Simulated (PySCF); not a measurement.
Consider C$_{6}$H$_{6}$NS$_{2}$ (SMILES C/N=C\c1ccc([S-])s1) (charge −1).

Input file:

```
{"job": {"kind": "uv", "xc": "B3LYP", "basis": "def2-SVPD", "nstates": 8, "ntriplets": 3}, "charge": -1, "multiplicity": 1}
C     -2.535178     0.192619    -0.312375
N     -2.075722    -1.166641    -0.293541
C     -0.822542    -1.448753    -0.253954
C      0.347039    -0.651523    -0.223260
C      0.579073     0.715994    -0.230816
C      1.914443     1.077829    -0.185878
C      2.809912     0.014856    -0.139481
S      4.475461     0.088278    -0.081602
S      1.900287    -1.498213    -0.156190
H     -2.180029     0.739753    -1.194818
H     -2.222459     0.748368     0.580425
H     -3.628485     0.168672    -0.339054
H     -0.624068    -2.519674    -0.240568
H     -0.208125     1.449663    -0.272882
H      2.265979     2.096763    -0.183574
```

Command:

```sh
OMP_NUM_THREADS=1 python probes_run.py task.json out
```

Geometry: GFN2-xTB.

The calculation used B3LYP/def2-SVPD, SCF density, gas phase in PySCF.

Question: Predict the electron density and electron localisation function between the atoms.

Answer: C–N (1.29 Å): ρ at the midpoint is about 2.7 e/Å³; the ELF peaks at about 0.90 between the atoms (a covalent bond).
C–C (1.38 Å): the density is about 2.1 e/Å³ at the midpoint; the ELF peaks at about 0.95 between the atoms; a covalent bond.
C–S (1.67 Å): the density is about 1.5 e/Å³ at the midpoint; the ELF peaks at about 0.90 between the atoms, as expected for a covalent bond.
C–H (1.08 Å): the density is about 2 e/Å³ at the midpoint; the ELF climbs to about 1 towards the hydrogen, as it does in any bond to H (a covalent bond by its length).

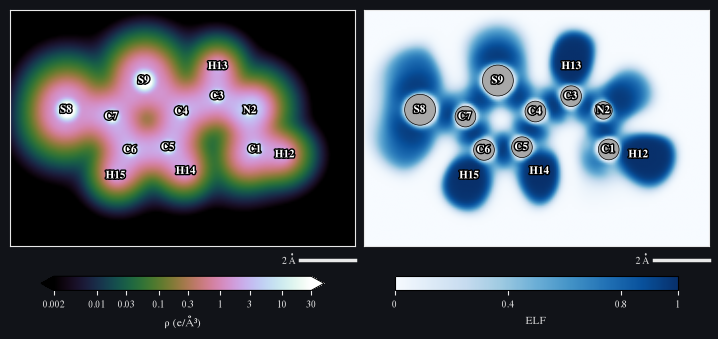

Computed electron density and electron localisation function on the plane of atoms C5, C6 and C7, in this order. Grey discs cover the atomic cores in the ELF map. 
